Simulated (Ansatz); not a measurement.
TaNH₄OF₄: several calculations on one system

**1. Relaxation**

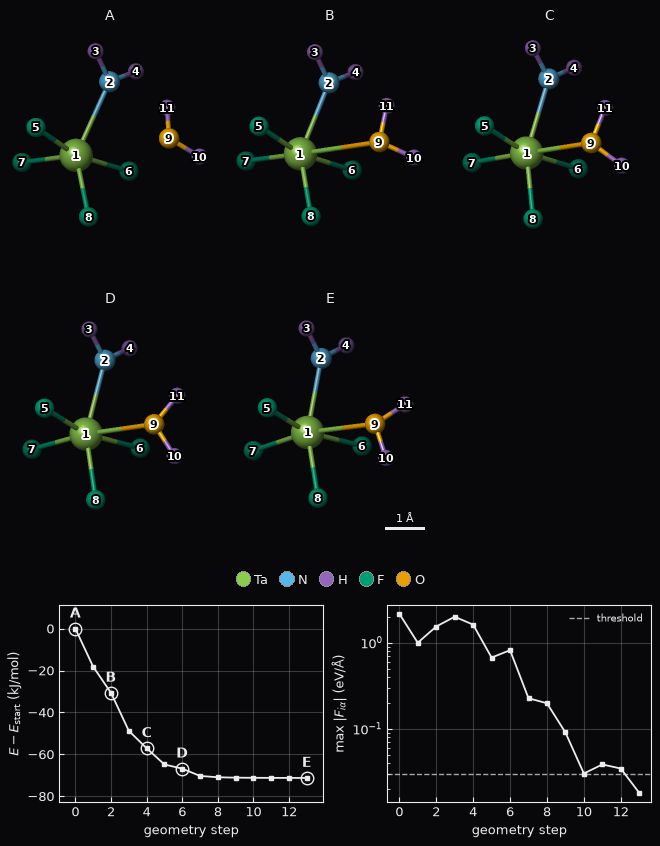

Frames of a relaxation of TaNH4OF4, marked on the history of the run. The picture is a ball-and-stick view, seen at a tilt.

The run prepares an end point of a later path (reaction) calculation, from a guessed geometry.

All numbers below come from RKS PBE0/def2-SVP in Ansatz 0.2.0.

The input:
```yaml
crystal:
  periodic: [false, false, false]
  atoms:
    - { symbol: Ta, position_ang: [-0.028616, 0.25975, 0.073892] }
    - { symbol: "N", position_ang: [2.058464, 0.152826, 0.167693] }
    - { symbol: H, position_ang: [2.587387, 0.442549, 0.985498] }
    - { symbol: H, position_ang: [2.636391, 0.002381, -0.655105] }
    - { symbol: F, position_ang: [0.095267, 0.683702, 1.898962] }
    - { symbol: F, position_ang: [0.245458, -0.41577, -1.667352] }
    - { symbol: F, position_ang: [-0.631236, 1.928422, -0.465262] }
    - { symbol: F, position_ang: [-1.448918, -0.927917, 0.345157] }
    - { symbol: O, position_ang: [1.113865, -2.574772, 1.046001] }
    - { symbol: H, position_ang: [1.01912, -3.230877, 0.343215] }
    - { symbol: H, position_ang: [1.876817, -2.019496, 0.762] }
basis:
  gaussian: { orbitals: def2-SVP }
hamiltonian:
  xc: pbe0
relax:
  f_tol: 0.03
  max_steps: 50
```

Run as
```bash
ansatz run input.yaml --threads 4 --pin off --max-ram 5120MiB --backend cpu --events-out ev --progress --plain --runs-dir out
```

Question: Describe the path.

Answer: The largest move after the best rigid fit is that of H10, 1.00 Å. Largest moves by element: H 1.00 Å, O 0.58 Å, F 0.44 Å, Ta 0.37 Å, N 0.32 Å. Some distances before and after: Ta1–O9 3.207 → 2.287 Å, Ta1–H10 3.654 → 2.760 Å, Ta1–H11 3.049 → 2.884 Å, Ta1–N2 2.092 → 1.987 Å. New bonds form, among them: Ta1–O9 (3.21 → 2.29 Å). Among the angles between lasting bonds that change: N2–Ta1–F8 135.9° → 156.4°, F7–Ta1–F8 111.5° → 99.0°, N2–Ta1–F7 112.5° → 104.6°. After 13 geometry steps the energy has fallen by 71.2 kJ/mol. The largest force component goes from 2.2 to 0.018 eV/Å. The run took 48 s on 4 threads of Arm Neoverse V1 (shared host), peak memory 0.41 GiB. From step 0 to 2: O9 moves most (0.39 Å), energy −30.6 kJ/mol. From step 2 to 4: H10 moves most (0.39 Å), energy −26.4 kJ/mol. From step 4 to 6: H11 moves most (0.34 Å), energy −9.74 kJ/mol. From step 6 to 13: H11 moves most (0.30 Å), energy −4.44 kJ/mol.

```tsv
step	E − E(0), kJ/mol	largest force component, eV/Å
0	0.00	2.1606
1	-18.20	0.9957
2	-30.62	1.5340
3	-48.76	1.9918
4	-57.06	1.6138
5	-64.82	0.6695
6	-66.81	0.8160
7	-70.29	0.2263
8	-70.92	0.1979
9	-71.11	0.0907
10	-71.18	0.0303
11	-71.22	0.0387
12	-71.23	0.0346
13	-71.24	0.0181
```

Limits of the set-up: the start holds two separate molecules, 2.3 Å apart at their closest, whose relative position is a soft coordinate and is computed without a dispersion correction.

**2. Relaxation**

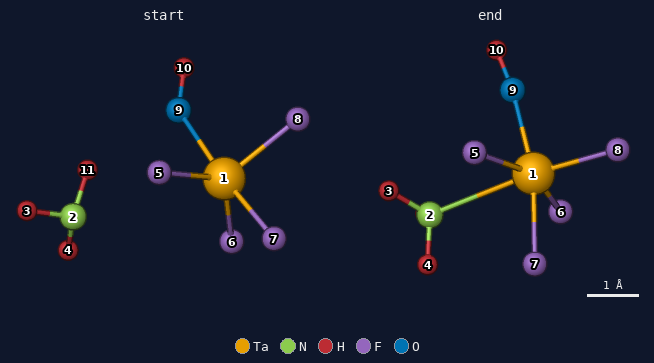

The structure of TaNH$_{4}$OF$_{4}$ before (left) and after (right) a relaxation, at one scale.

The picture is a ball-and-stick view, seen at a tilt.

The run prepares an end point of a later path (reaction) calculation, from a guessed geometry.

All numbers below come from Ansatz, RKS PBE0/def2-SVP. Settings: no spin polarisation; force threshold 0.03 eV/Å; at most 50 steps.

Q: What changed between the two?

A: F7 moves most after the best rigid fit: 1.56 Å. By element the largest moves are F 1.56 Å, H 1.47 Å, N 0.63 Å, Ta 0.46 Å, O 0.42 Å. Some distances before and after: Ta1–H4 3.974 → 2.794 Å, Ta1–H3 4.026 → 2.889 Å, Ta1–N2 3.339 → 2.334 Å, Ta1–H11 3.196 → 2.900 Å. New bonds form, among them: Ta1–N2 (3.34 → 2.33 Å). Bond angles that change, for instance: Ta1–O9–H10 144.7° → 172.9°, F5–Ta1–F6 129.3° → 157.5°, F5–Ta1–F8 116.2° → 101.0°. After 30 accepted moves (34 points after the start) the energy has fallen by 113.0 kJ/mol. Largest force component: 1.4 eV/Å at the start, 0.0037 eV/Å at the end. The line search rejected the trial steps at points 16, 18, 19, 22 of the run. The forces were under the threshold at step 15, but the run went on from there. Cost: 120 s on 4 threads of Arm Neoverse V1, with other jobs on the host, peak memory 0.41 GiB.

Limits of the set-up: the start holds two separate molecules, 2.2 Å apart at their closest, whose relative position is a soft coordinate and is computed without a dispersion correction.

**3. Path**

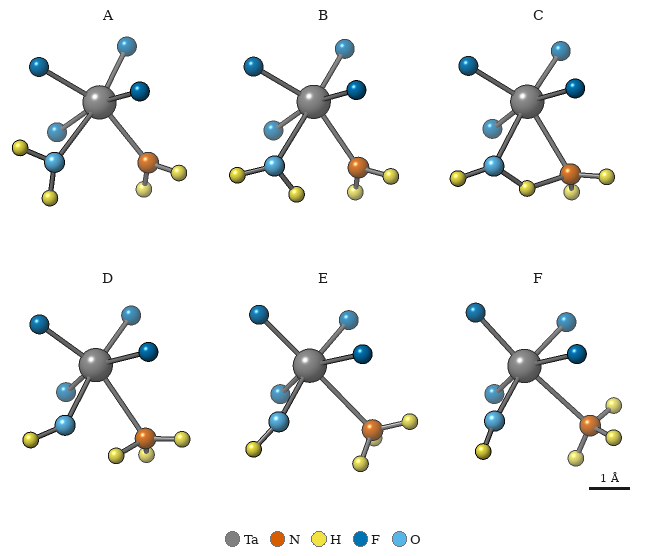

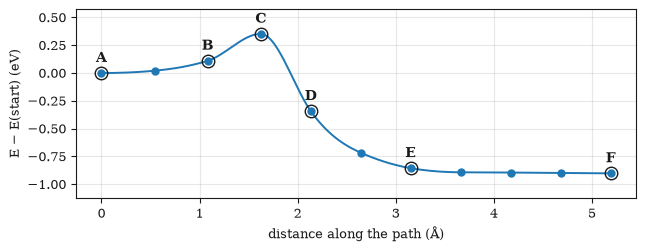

A search for the minimum-energy path of TaNH$_{4}$OF$_{4}$ by the nudged elastic band. Images are numbered from 0 (start) to 10 (end). Frames A to F are images 0, 2, 3, 4, 6, 10. Style: ball-and-stick. Shown at a tilt.

All numbers below come from RKS PBE0/def2-SVP (Ansatz). Settings: 9 movable images; climbing image; force threshold 0.05 eV/Å; iteration limit 60; starting path through a guess of the saddle point.

Q: What happens along the path, and what is the barrier?

A: A hydrogen atom shifts from one atom to another. Breaking: H–O (0.96 → 3.13 Å). Forming: H–N (2.95 → 1.02 Å). The highest point, image 3, lies 0.35 eV above the start and 1.25 eV above the end; the end is at −0.90 eV relative to the start. The band converged in 29 iterations, with a climbing image at the top.

Cost: 14 min on 4 threads of Arm Neoverse V1 (shared host), peak memory 0.42 GiB.
